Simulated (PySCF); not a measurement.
C4H9NOSi2 (SMILES [H]/N=C\C(C=O)=C/[SiH2][SiH3])

The calculation's input:

```
{"job": {"kind": "nmr", "xc": "PBE0", "basis": "pcSseg-1"}, "charge": 0, "multiplicity": 1}
N     -1.748620     1.908754    -0.820454
C     -0.962592     0.965012    -0.561537
C     -1.223560    -0.302259     0.138679
C     -2.582380    -0.592576     0.621663
O     -3.540313     0.137032     0.558892
C     -0.240332    -1.197039     0.361988
Si     1.586283    -1.027840    -0.084101
Si     2.516932     0.747886     1.088068
H     -2.708135     1.767981    -0.503396
H      0.069907     1.088161    -0.893584
H     -2.671864    -1.599846     1.080621
H     -0.521149    -2.093230     0.905878
H      1.665786    -0.901758    -1.544468
H      2.154573    -2.344022     0.238276
H      1.523141     1.412558     1.934266
H      3.064193     1.744258     0.166127
H      3.611132     0.298957     1.952634
```

Launched as:

```sh
OMP_NUM_THREADS=1 python probes_run.py task.json out
```

Geometry: GFN2-xTB.

Level of theory: PySCF 2.14.0, PBE0/pcSseg-1, SCF density, gas phase, non-relativistic.

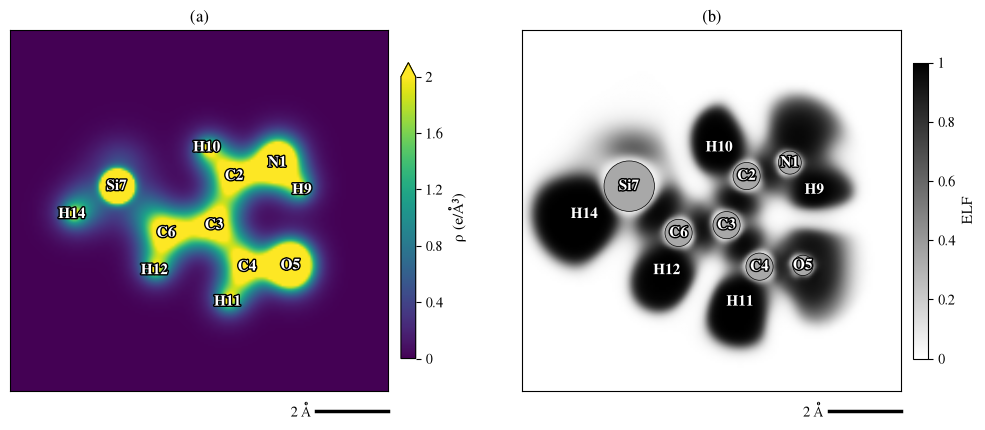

Figure 1. (a) total electron density; (b) electron localisation function on the plane of atoms C2, N1 and H9. Grey discs cover the atomic cores in the ELF map.

> Read the bonding off the picture.

The section cuts through N, C, O, Si and H sites. C–O (1.21 Å): ρ at the midpoint is about 3.3 e/Å³; the ELF peaks at about 0.85 between the atoms: a multiple bond. C–N (1.26 Å): the density is about 2.9 e/Å³ at the midpoint; the ELF peaks at about 0.90 between the atoms: a multiple bond. C–C (1.35 Å): ρ at the midpoint is about 2.2 e/Å³; the ELF peaks at about 0.95 between the atoms; localised, covalent bonding. C–Si (1.89 Å): ρ is about 0.91 e/Å³ halfway; the ELF peaks at about 0.95 between the atoms, as expected for localised, covalent bonding. N–H (1.02 Å): the density is about 2.9 e/Å³ at the midpoint; the ELF climbs to about 1 towards the hydrogen, as it does in any bond to H; a covalent bond by its length. The ELF also peaks beside O5 and N1, away from the bonds: lone-pair regions.

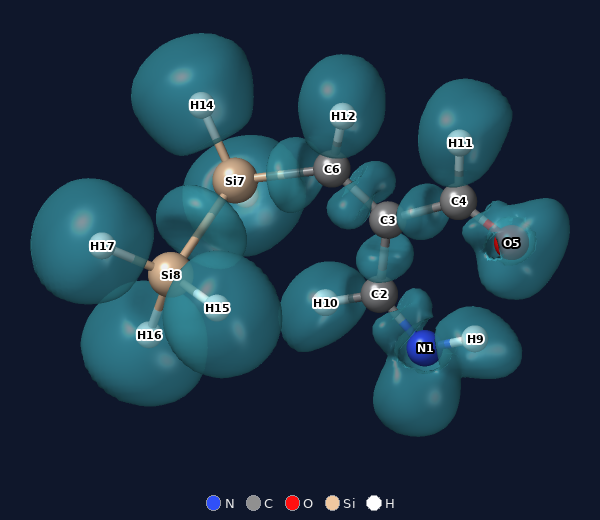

Figure 2. Isosurface of the electron localisation function at 0.75 (cyan), seen across its widest extent. Only the valence region is drawn (cores and ρ < 0.01 e/Å³ removed).

> What do the ELF domains correspond to?

The surface consists of three regions between bonded C–C atoms (shared pairs), one region between bonded C–Si atoms (shared pairs), one region between bonded Si–Si atoms (shared pairs), eight regions around hydrogen nuclei, one region on O in which the atom's valence shell and bonds are merged and one joined region spread over several atoms (H, N), in which their bonds and any lone pairs are merged.

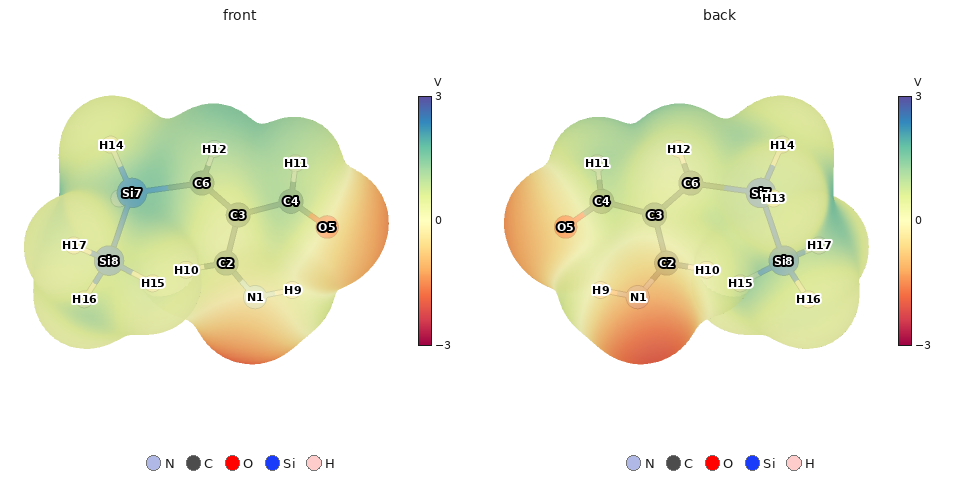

Figure 3. The molecular electrostatic potential painted on the density surface at 0.002 e/bohr³, seen from the front and from behind; the colour scale runs from red (negative) to blue (positive).

> Where is the surface potential most negative and most positive?

The most negative region (about −2.0 V, or −46 kcal/mol for a unit charge) lies over N1, the most positive (about +1.6 V, or +37 kcal/mol for a unit charge) over Si7 and Si8. N1 is the likeliest acceptor of a hydrogen bond.
